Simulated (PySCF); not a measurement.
# C6H9O2: the cost of one run

Computed with PySCF 2.14.0 and routines of our own; the level stands in each step. Atoms count from 0.

## (1) The system as given

17 atoms, charge -1, multiplicity 1; geometry from: GFN2-xTB.

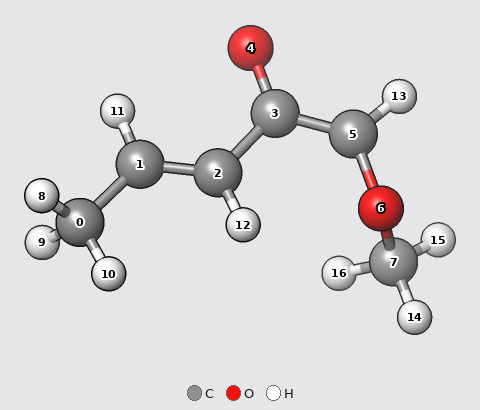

The starting geometry (carbon grey, oxygen red, hydrogen white).

## (2) Magnetic properties: GIAO wB97X-D/aug-pcSseg-1

The job: settings as JSON, then the geometry in Å.

```
{"job": {"kind": "mag", "xc": "wB97X-D", "basis": "aug-pcSseg-1", "isotopologues": 2}, "charge": -1, "multiplicity": 1}
C     -2.718848    -0.845027    -0.581240
C     -1.926559     0.335122    -0.105860
C     -0.663253     0.299331     0.300643
C      0.083026     1.508329     0.749473
O     -0.518625     2.619049     0.867471
C      1.408943     1.313322     1.042585
O      2.100521     0.086379     0.854336
C      2.741409     0.017816    -0.387050
H     -3.595520    -1.005288     0.052343
H     -3.076860    -0.689194    -1.602795
H     -2.110557    -1.749161    -0.563346
H     -2.441668     1.287344    -0.092323
H     -0.111225    -0.633776     0.311454
H      2.054836     2.145055     1.312993
H      3.246920    -0.951909    -0.449739
H      3.491970     0.817370    -0.498775
H      2.028490     0.106728    -1.220079
```

With the program's defaults for keys left out, this is: GIAO wB97X-D/aug-pcSseg-1 magnetisability, rotational g tensor and spin-rotation constants, non-relativistic, gas phase.

Command:

```bash
$ OMP_NUM_THREADS=1 python excited_run.py task.json out
```

This one command runs all jobs of the session in turn.

Q: Estimate the wall time and peak memory of this first job on 1 thread of Intel Xeon at 2.50GHz, shared host.

About 4.6 min, with a peak of 1.3 GiB.
